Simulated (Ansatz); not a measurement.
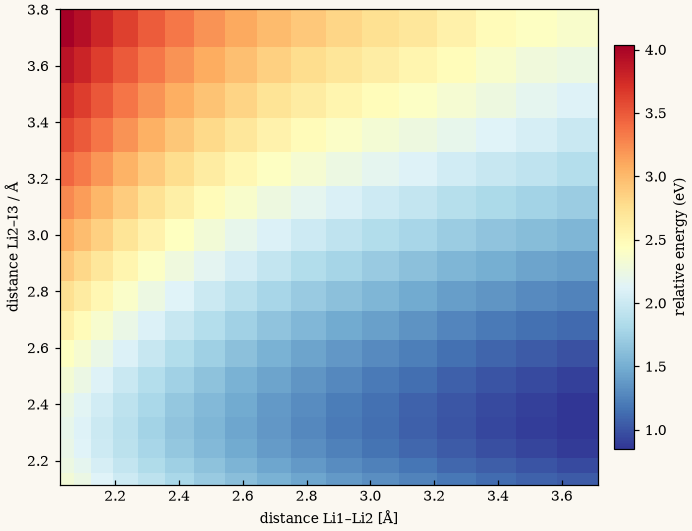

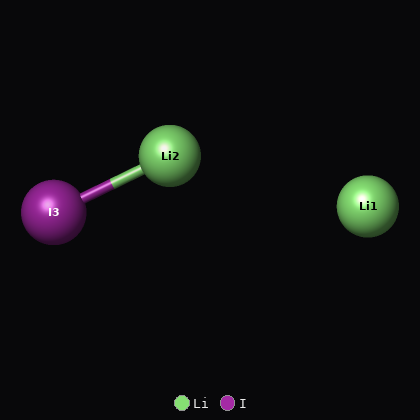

Energy landscape of the system Li⁺ + LiI. The first coordinate is: distance Li1–Li2; the second: distance Li2–I3. Nothing is relaxed (the angle Li1–Li2–I3 is fixed at 140 degrees). Grid: 17 × 17 points. Energies: eV, counted from Li with charge +1 far from the relaxed LiI (each part in its own basis). The D4 coefficients can switch as the alkali atoms part, which puts small steps into the map. Method: RKS PBE0-D4/def2-SVPD in Ansatz 0.2.0.

In the figure: one coloured cell a grid point. The second picture is the structure at the lowest point.

Q: Where are the lowest and the highest points?

A: The lowest grid point is at distance Li1–Li2 = 3.648 Å, distance Li2–I3 = 2.318 Å, 0.85 eV from Li with charge +1 far from the relaxed LiI (each part in its own basis). It lies in a valley that leaves the map towards separated partners. The highest grid point, distance Li1–Li2 = 2.048 Å, distance Li2–I3 = 3.736 Å, lies 3.19 eV above the lowest.

Grid values (eV):

```
distance Li2–I3 ↓, distance Li1–Li2 →  2.048  2.155  2.312  2.495  2.698  2.916  3.149  3.393  3.648
                                3.607   3.90   3.65   3.35   3.08   2.86   2.69   2.55   2.37   2.24
                                3.357   3.60   3.35   3.06   2.80   2.58   2.40   2.26   2.13   1.99
                                3.119   3.26   3.02   2.74   2.48   2.26   2.09   1.95   1.82   1.72
                                2.893   2.91   2.68   2.41   2.16   1.94   1.77   1.63   1.50   1.40
                                2.682   2.58   2.36   2.10   1.86   1.65   1.48   1.34   1.21   1.11
                                2.489   2.32   2.12   1.87   1.63   1.44   1.27   1.13   1.00   0.91
                                2.318   2.20   2.01   1.77   1.55   1.36   1.21   1.07   0.94   0.85
                                2.180   2.25   2.07   1.84   1.63   1.45   1.31   1.17   1.05   0.96
```

The table holds every second grid line.

The input of one point:

```yaml
crystal:
  periodic: [false, false, false]
  atoms:
    - { symbol: Li, position_ang: [-3.648, 0.0, 0.0] }
    - { symbol: Li, position_ang: [0.0, 0.0, 0.0] }
    - { symbol: I, position_ang: [1.775691, 1.489982, 0.0] }
total_charge: 1
basis:
  gaussian: { orbitals: def2-SVPD }
hamiltonian:
  xc: pbe0
  dispersion: d4
output:
  forces: true
```

Time for the 289 points that were run: 18 min on 1 thread of Arm Neoverse V2, on a shared host.
